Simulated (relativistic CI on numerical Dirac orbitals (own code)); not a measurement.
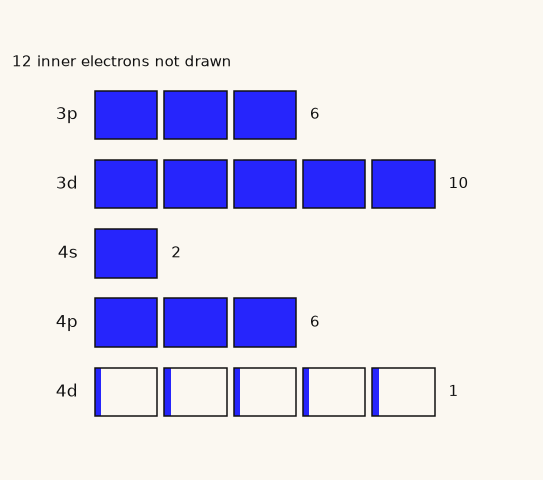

**Figure 1.** The outer shells of the leading configuration of the lowest level: a box for each of the 2l + 1 orbitals, shaded by the share of the shell that is filled, with the electron count at the right.

## Run report: Zr³⁺, relativistic CI calculation

System: Zr³⁺.
Method: Dirac-Coulomb-Breit CI, KLI orbitals optimised for each configuration, model QED (radiative potential, 1s self-energy scaled to tabulated hydrogen-like ionisation energies), P86 correlation energy added to each configuration (relativistic CI on numerical Dirac orbitals, in-house).

### Input file
```
atom Zr  Z=40  charge=3  electrons=37
nucleus A=90  rms_radius_fm=4.2694
hamiltonian dirac-coulomb  breit=on  qed=on  c_scale=1
orbitals kli  potential=per-configuration
slater_scale 1
correlation p86
mixing on
configurations
  [Kr] 4d
  [Kr] 5s
  [Kr] 5p
  [Kr] 4f
  [Kr] 6s
  [Kr] 5d
  [Ar] 3d10 4s2 4p5 4d2
  [Kr] 6p
  [Kr] 6d
  [Kr] 7s
  [Kr] 5f
  [Kr] 5g
  [Kr] 7p
  [Kr] 7d
  [Kr] 8s
  [Kr] 8p
  [Ar] 3d10 4s2 4p5 4d 4f
  [Ar] 3d10 4s 4p6 4d2
  [Ar] 3d10 4s2 4p5 4d 5s
end
```

Hardware: 1 thread of Intel Xeon (Granite Rapids), 12 GiB of memory available, shared host.

The run was one of a batch that the task file lists, launched with:
```bash
python <driver script> task.json out
```

The program writes its results to a structured record and prints no log; tables and figures of this report are taken from that record.

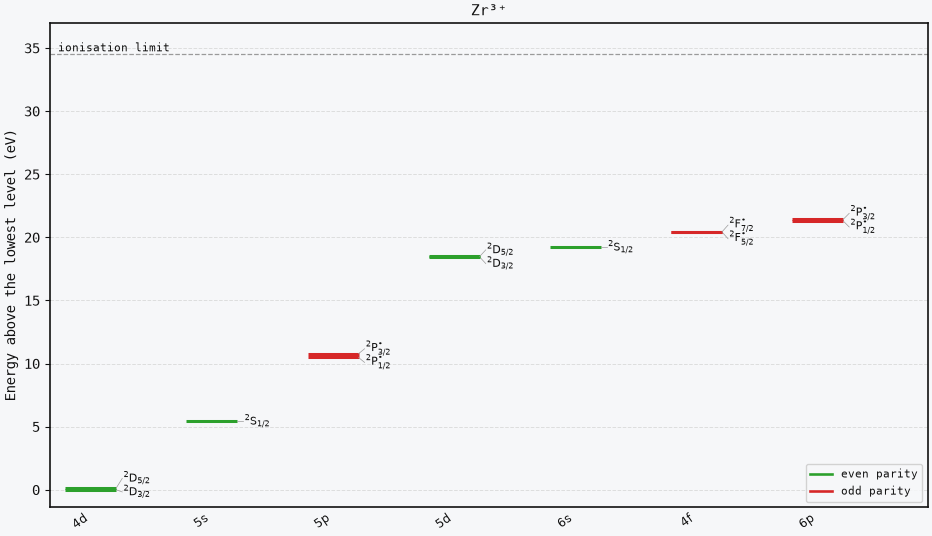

**Figure 2.** Level diagram of Zr IV (Zr³⁺). The lowest level is 4d ²D₃/₂. The first excited level, 4d ²D₅/₂, lies at 0.137 eV. The lowest level of opposite parity, 5p ²P°₁/₂, is at 10.5 eV. The levels are well described in LS and in jj coupling alike (mean leading weight 99 % in LS and 99 % in jj).

```
Configuration   Level  E (eV)
           4d   ²D₃/₂       0
           4d   ²D₅/₂  0.1373
           5s   ²S₁/₂   5.420
           5p  ²P°₁/₂   10.48
           5p  ²P°₃/₂   10.78
           5d   ²D₃/₂   18.45
           5d   ²D₅/₂   18.49
           6s   ²S₁/₂   19.21
           4f  ²F°₅/₂   20.43
           4f  ²F°₇/₂   20.43
           6p  ²P°₁/₂   21.31
           6p  ²P°₃/₂   21.42
```

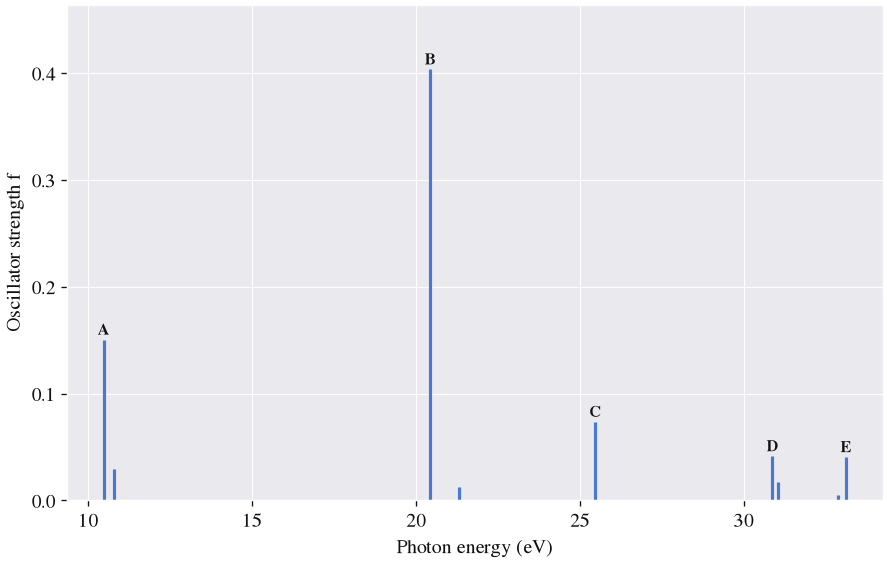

**Figure 3.** Absorption lines from the lowest level (oscillator strengths f) for Zr³⁺ (zirconium, Z = 40). A: 4p⁶ 5p ²P°₁/₂ ← 4p⁶ 4d ²D₃/₂, 10.48 eV, f = 0.15; B: 4p⁶ 4f ²F°₅/₂ ← 4p⁶ 4d ²D₃/₂, 20.43 eV, f = 0.40; C: 4p⁶ 5f ²F°₅/₂ ← 4p⁶ 4d ²D₃/₂, 25.47 eV, f = 0.074; D: 4p⁵ 4d² J = 5/2 (odd, mixed, level 42) ← 4p⁶ 4d ²D₃/₂, 30.87 eV, f = 0.041; E: 4p⁵ 4d² ²F°₅/₂ ← 4p⁶ 4d ²D₃/₂, 33.11 eV, f = 0.041. The strongest, B, lies in the extreme ultraviolet region.

### Summary

| quantity | value |
| --- | --- |
| outcome | converged |
| lowest level | 4p⁶ 4d ²D₃/₂ |
| first excited level | 4p⁶ 4d ²D₅/₂, 1,108 cm⁻¹ |
| ionisation energy | 34.531 eV |
| levels computed | 223 |
| SCF iterations | 186 |
| wall time | 1 s |

### Notes

Caveats: near-neutral ion: configurations can be misplaced by up to about 10000 cm⁻¹, over 20000 where the f count changes; rates and lifetimes follow the computed energies and can be off by orders of magnitude; term splittings are 10 to 25 % too wide when unscaled; the fine structure of a weakly bound d or f electron outside closed shells is too small or inverted; only a limited list of configurations is included, so lower levels can be missing; only lines among the lowest 58 of 223 levels are drawn.
